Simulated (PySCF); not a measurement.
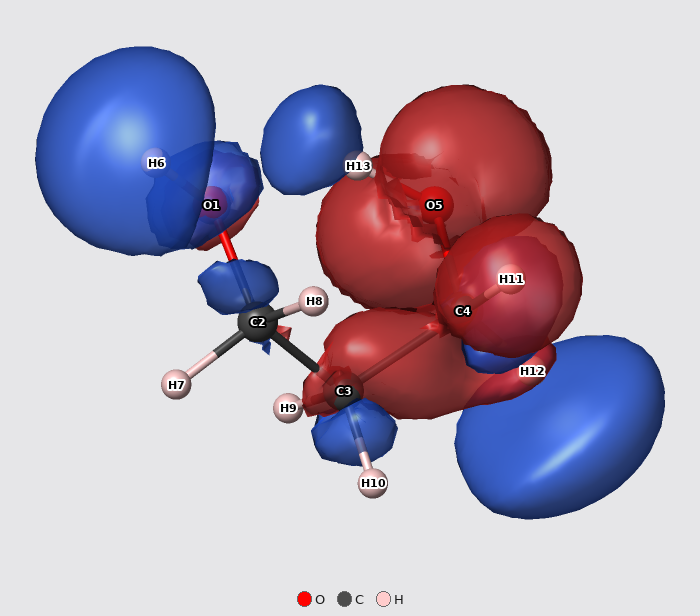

Figure. C3H8O2, SMILES `OCCCO`. Unrelaxed difference density of S₃ less the ground state (TDA singlet states), ±0.015 e/Å³; blue: gain, red: loss.

Method: CAM-B3LYP/def2-SVP; geometry: GFN2-xTB; program: PySCF. No frequency check shows the geometry to be a minimum. Without diffuse functions Rydberg states are missing, so the states' numbers hold for this basis only.

Cartesian coordinates (Å):

```
O1      -1.3418    0.9080   -0.0879
C2      -1.2613   -0.4781    0.1943
C3       0.0487   -1.0312   -0.3635
C4       1.2707   -0.3881    0.2981
O5       1.4830    0.9328   -0.1234
H6      -2.1770    1.2530    0.2413
H7      -2.1078   -1.0073   -0.2651
H8      -1.2982   -0.6438    1.2812
H9       0.0894   -0.8353   -1.4361
H10      0.0669   -2.1090   -0.1996
H11      1.1538   -0.4280    1.3938
H12      2.1752   -0.9419    0.0310
H13      0.6198    1.3707   -0.1299
```

Q: How does the charge move on excitation?

A: 0.83 e is displaced in all, of which about 0.6 e passes between atoms: O5 (0.56 e) loses electrons and H12 (0.16 e) and H6 (0.16 e) gain them. The state: 8.81 eV (141 nm), f = 0.014, partly diffuse acceptor orbital, which a basis without diffuse functions describes poorly; the leading pair carries 90 %; hole on O5 (59 %), C4 (12 %) and H11 (8 %), electron on H12 (18 %), H6 (16 %) and C4 (11 %) (atom shares of so diffuse an orbital are rough); their centroids lie 1.3 Å apart.

Cost of the run: 2.9 min on 1 thread of Intel(R) Xeon(R) Platinum 8259CL CPU @ 2.50GHz (Skylake/Cascade Lake), with other jobs on the host, peak memory 0.66 GiB.
